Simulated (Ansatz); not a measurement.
# PBE/STO-3G run of NH3S (Thiohydroxylamine)

Aim: the vertical singlet–triplet gap of NH3S (Thiohydroxylamine) at PBE/STO-3G, from 2 runs. 

The results are computed with Ansatz 0.2.0.

57 further runs of the same task are left out: 2 that didn't finish, 55 set aside as unsound or not needed.

## 1. The molecule

NH3S: 5 atoms, total charge 0, spin state singlet. SMILES: `NS`. The coordinates come from a GFN2-xTB relaxation. This is one conformer, not always the lowest.

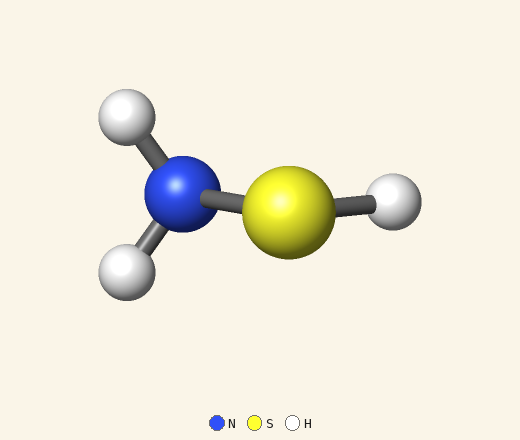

The structure, seen from a chosen angle (nitrogen blue, sulfur yellow, hydrogen white).

## 2. The energy at PBE/STO-3G

File molecule.yaml:

```yaml
crystal:
  periodic: [false, false, false]
  atoms:
    - {symbol: "N", position_ang: [-0.162760, -0.507400, -0.231700]}
    - {symbol: S, position_ang: [0.168270, 0.954370, 0.610330]}
    - {symbol: H, position_ang: [0.015040, -1.300690, 0.375430]}
    - {symbol: H, position_ang: [-1.135990, -0.524720, -0.519210]}
    - {symbol: H, position_ang: [1.115440, 1.378440, -0.234860]}
basis:
  gaussian:
    orbitals: STO-3G
hamiltonian:
  xc: {name: PBE}
accuracy: high
```

The run is started by

```console
$ ansatz run molecule.yaml --threads 1 --pin off --max-ram 2610MiB --events-out events.jsonl --progress --plain --runs-dir runs
```

Output:

```text
Warning: RAYON_NUM_THREADS=1 ignored (pool sized by the plan → 1); use --threads N
Functional definition: PBE
  name "PBE"
  parameter kappa = 0.804
  parameter beta = 0.06672455060314922
  exchange = pbe_x(kappa = kappa, mu = beta*pi^2/3)
  correlation = pbe_c(beta = beta)
289 factors; integrals over basis functions are off by at most 1.1e-8 eV
mean field evaluation 1: about -12225.4243 eV, gradient 1.3e1 eV
mean field evaluation 2: about -12225.0244 eV, gradient 1.8e1 eV
mean field evaluation 4: about -12225.9546 eV, gradient 1.5e-1 eV
mean field evaluation 8: about -12225.9230 eV, gradient 1.3e-3 eV
mean field evaluation 16: about -12225.9230 eV, gradient 1.5e-8 eV
mean field -12225.92304154 eV, -449.2943847483 hartree, gradient 1.5e-8 eV, S^2 0.000000; 0 other end points of the search recorded, 0 dependent functions left out
reference -12225.92304330 eV, -449.2943848131 hartree; 13, 13 occupied and 4, 4 virtual orbitals, 289 factors
Total energy: -12225.92304330 eV, -449.2943848131 hartree
```

Wall time 0.87 s (1 thread of Arm Neoverse V1, shared host).

## 3. The triplet, same level

File molecule.yaml:

```yaml
crystal:
  periodic: [false, false, false]
  atoms:
    - symbol: N
      position_ang: [-0.162760, -0.507400, -0.231700]
    - symbol: S
      position_ang: [0.168270, 0.954370, 0.610330]
    - symbol: H
      position_ang: [0.015040, -1.300690, 0.375430]
    - symbol: H
      position_ang: [-1.135990, -0.524720, -0.519210]
    - symbol: H
      position_ang: [1.115440, 1.378440, -0.234860]
basis:
  gaussian: {orbitals: STO-3G}
total_charge: 0
magnetization: {spin_polarized: true, initial_magnetization: 2}
hamiltonian: {xc: {name: PBE}}
accuracy: high
```

The run is started by

```console
$ ansatz run molecule.yaml --threads 1 --pin off --max-ram 2610MiB --events-out events.jsonl --progress --plain --runs-dir runs
```

Output (excerpt; [...] marks lines left out):

```text
Warning: RAYON_NUM_THREADS=1 ignored (pool sized by the plan → 1); use --threads N
[... 6 set-up lines as earlier in the session ...]
289 factors; integrals over basis functions are off by at most 1.1e-8 eV
mean field evaluation 1: about -12216.8928 eV, gradient 1.6e1 eV
mean field evaluation 2: about -12196.2533 eV, gradient 5.1e1 eV
mean field evaluation 4: about -12218.0022 eV, gradient 8.8e0 eV
mean field evaluation 8: about -12217.9734 eV, gradient 8.8e0 eV
mean field evaluation 16: about -12219.0802 eV, gradient 1.7e-8 eV
mean field evaluation 32: about -12219.0735 eV, gradient 1.4e-3 eV
mean field -12219.08015020 eV, -449.0429131298 hartree, gradient 1.9e-8 eV, S^2 2.001301; 3 other end points of the search recorded, 0 dependent functions left out
reference -12219.08015193 eV, -449.0429131934 hartree; 14, 12 occupied and 3, 5 virtual orbitals, 289 factors
Total energy: -12219.08015193 eV, -449.0429131934 hartree
```

It took 3.3 s on 1 thread of Arm Neoverse V1, shared host; peak memory 0.12 GiB.

## 4. Summary of results

Level: PBE/STO-3G.

| quantity | value |
| --- | --- |
| singlet: total energy | -449.29438 Eh |
| triplet: total energy | -449.04291 Eh |
| triplet: ⟨S²⟩ | 2.001 |
| vertical energy of the triplet above the singlet | 6.843 eV |

At this shape the triplet lies 6.84 eV (660 kJ/mol) above the singlet. In a minimal basis such a difference can be off by several eV, whatever the method.
